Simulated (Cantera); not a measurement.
Charge: 1 mol Pb, 5.8 mol CO, equilibrated at 1.28 Torr.

Method: chemical equilibrium by Gibbs-energy minimisation in Cantera with the NASA 1993 tables (ideal gas, pure condensed phases). Candidate condensed phases: C, Pb, PbO, PbO2, Pb3O4; 15 gas species. The numbers say what is thermodynamically allowed, not how fast it happens.

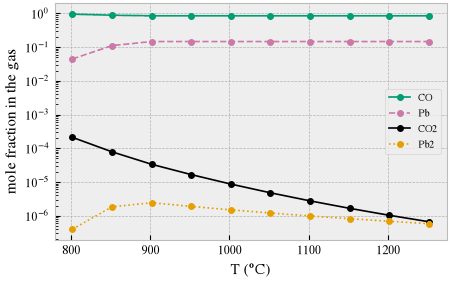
Fig. 1. Equilibrium gas composition (values under 1e-9 drawn at 1e-9)

Q: Read off the mole fractions at 952 °C.

A: CO about 0.85, Pb about 0.15, CO2 about 1.7e-5, Pb2 about 1.9e-6.
